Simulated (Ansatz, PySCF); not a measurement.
Potential energy curve for F3Ti, SMILES [F][Ti]([F])[F], doublet. The Ti1–F4 bond (Ti1 also carries F, F; F4 carries nothing else) is varied alone, starting from the PBE0/def2-TZVP optimised geometry.

```
4

Ti     0.0000     0.0000     0.0000
F     -0.0021    -1.5318    -0.8861
F      0.0000     1.5331    -0.8830
F      0.0000     0.0000     1.7695
```

Levels: UHF/LANL2DZ = unrestricted Hartree-Fock/LANL2DZ, with its core potentials past Ne (PySCF); UKS-B3LYP/6-31G* = unrestricted B3LYP/6-31G*, spherical d (PySCF); UKS-PBE0 = Ansatz (a program for electronic structure) with unrestricted PBE0/def2-TZVP; UKS-BP86/6-31G* = unrestricted BP86/6-31G*, spherical d (PySCF); UKS-PBE = unrestricted PBE/def2-TZVP in Ansatz.

Energies are in kcal/mol, each relative to the lowest point of its own curve near equilibrium.

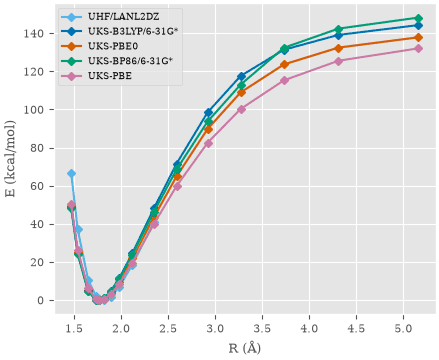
Figure. Energy against bond length for each method.

| R / Å | UHF/LANL2DZ | UKS-B3LYP/6-31G* | UKS-PBE0 | UKS-BP86/6-31G* | UKS-PBE |
|---|---|---|---|---|---|
| 1.47 | 66.8 | 49.4 | 49.1 | 48.4 | 50.6 |
| 1.54 | 37.1 | 24.7 | 25.2 | 24.2 | 26.4 |
| 1.65 | 10.7 | 4.9 | 5.5 | 4.8 | 6.2 |
| 1.73 | 2.4 | 0.3 | 0.5 | 0.2 | 0.8 |
| 1.77 | 0.5 | 0.0 | 0.0 | 0.0 | 0.0 |
| 1.82 | 0.0 | 1.1 | 0.7 | 1.1 | 0.4 |
| 1.89 | 1.7 | 4.6 | 3.7 | 4.5 | 3.0 |
| 1.98 | 6.8 | 11.4 | 9.8 | 11.0 | 8.4 |
| 2.12 | 18.6 | 24.5 | 21.9 | 23.7 | 19.7 |
| 2.35 | 41.0 | 48.2 | 43.6 | 46.4 | 40.0 |
| 2.59 | — | 71.6 | 64.9 | 68.5 | 59.8 |
| 2.92 | — | 98.5 | 89.8 | 93.7 | 82.5 |
| 3.27 | — | 117.6 | 108.9 | 113.0 | 100.2 |
| 3.73 | — | 131.3 | 123.6 | 132.4 | 115.3 |
| 4.31 | — | 139.1 | 132.5 | 142.4 | 125.6 |
| 5.16 | — | 144.3 | 137.9 | 148.2 | 132.1 |

At the longest distance, 5.16 Å, UKS-BP86/6-31G* lies highest above its minimum (148.2 kcal/mol) and UKS-PBE lowest (132.1 kcal/mol).

Dashes: no converged value, or the column stops at the first point that the program doubted or that broke a chosen test of continuity, which isn't proof of a fault.

The unrestricted determinant behind UHF/LANL2DZ is spin-contaminated at 2.59 to 5.16 Å (<S²> up to 1.7, against 0.75 for a pure doublet). The unrestricted determinant behind UKS-B3LYP/6-31G*, UKS-PBE0 is spin-contaminated at 3.27 to 5.16 Å (<S²> up to 1.5, against 0.75 for a pure doublet). The unrestricted determinant behind UKS-BP86/6-31G*, UKS-PBE is spin-contaminated at 3.27 to 5.16 Å (<S²> up to 1.4, against 0.75 for a pure doublet).
